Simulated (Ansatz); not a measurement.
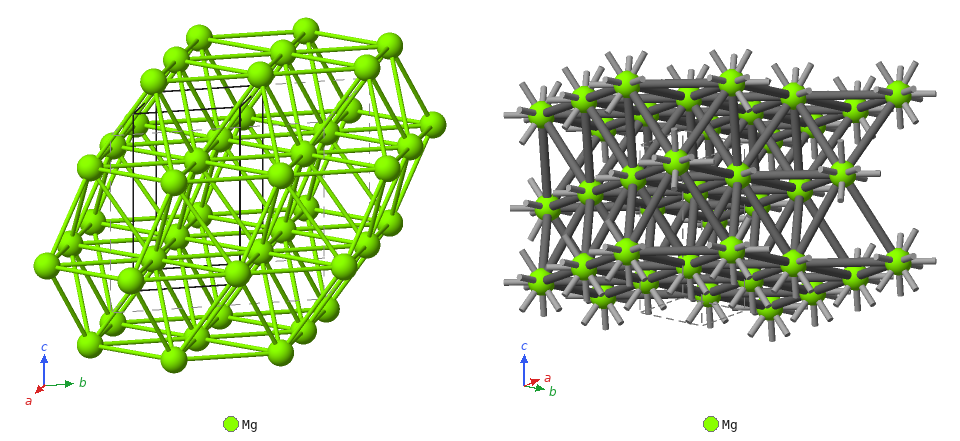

Left: the structure. Right: its underlying net. Nodes are coloured by element. Short stubs are edges that leave the cut-out.

Mg (space group P6_3/mmc, No. 194): the geometry relaxed at fixed volume with DFT PBE, spin-orbit coupling, plane waves, PAW (Ansatz 0.2.0).

Bonds are taken as Mg–Mg below 3.6 Å; no other contact counts. Simplification: prune 0- and 1-connected atoms, fold 2-connected ones into links.

The result is a uninodal 12-connected, three-periodic net: Mg is a 12-connected node. It is the hcp net, known from hexagonal close packing. It is a single net, without interpenetration.

```json
{"node": "Mg", "links": "12", "point symbol": "3²⁴·4³³·5⁹", "coordination sequence": "12 44 96 170 264 380"}
```
